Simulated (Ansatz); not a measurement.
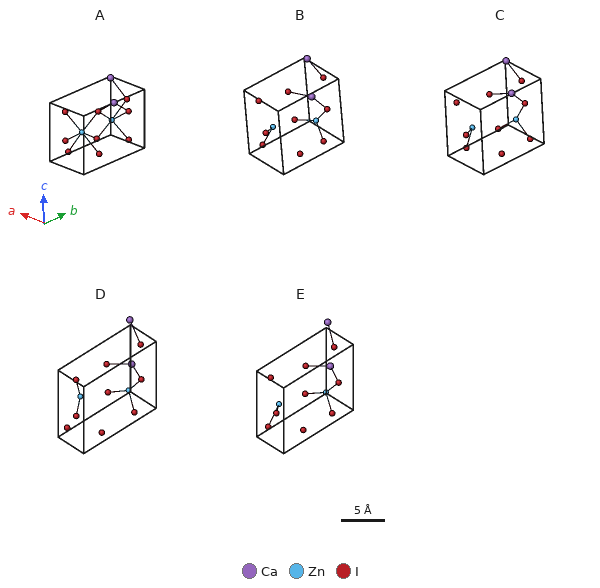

5 geometries from one relaxation of solid CaZnI4 (built on the NaHoF4-123 type type), in shuffled order. A ball-and-stick model of the cell of the calculation, seen from a free direction.

Case: shaken.

Level of theory: DFT, PBEsol, plane waves, PAW (Ansatz 0.2.0). (plane-wave cutoff 420 eV; k-point mesh 4 × 2 × 2; occupations fermi dirac; smearing width 0.05 eV; no spin polarisation; cell and atoms relaxed; force threshold 0.01 eV/Å; at most 120 steps)

Order the frames from highest to lowest energy.

A, C, B, E, D. They are steps 0, 10, 21, 49, 70, at +4.399 eV per cell of the calculation, +1.141 eV per cell of the calculation, +0.640 eV per cell of the calculation, +0.414 eV per cell of the calculation relative to the last. Over 62 accepted moves (70 points after the start) the energy falls by 4.399 eV per cell of the calculation. The largest force component goes from 1.1 to 0.0087 eV/Å. The pressure goes from 0.05 to 0.00 GPa. The line search rejected the trial steps at points 27, 29, 45, 56, 62 of the run. At 3 points the geometry stayed and the basis and grid were re-selected for the new cell (energy shift of 88.0 meV per cell of the calculation at most each time). An I atom moves most relative to the cell: 1.59 Å roughly along [−1 −1 3]. Largest moves by element: I 1.59 Å, Zn 1.39 Å, Ca 1.38 Å. The drawn cell changes as follows: a 5.322 → 4.459 Å (−16.2 %), b 10.647 → 13.584 Å (+27.6 %), c 7.460 → 8.086 Å (+8.4 %), α 90.0° → 78.1°, β 88.4° → 74.4°, γ 89.9° → 81.1°; the volume changes by +8.6 %. Among the contacts that change: I–Zn 3.288 → 6.234 Å, Ca–I 6.169 → 3.329 Å, Ca–I 3.124 → 5.665 Å, I–Zn 3.018 → 5.291 Å. New bonds form: Ca–I (6.17 → 3.33 Å). Bonds break: Ca–I (3.12 → 5.66 Å), Ca–I (3.26 → 4.60 Å), Ca–I (3.28 → 5.30 Å), Ca–I (3.40 → 5.31 Å). Bond angles that change, for instance: I–Ca–I 179.6° → 98.4°, I–Ca–I 109.8° → 173.3°, I–Ca–I 107.0° → 158.1°. The space group stays P1 (No. 1).
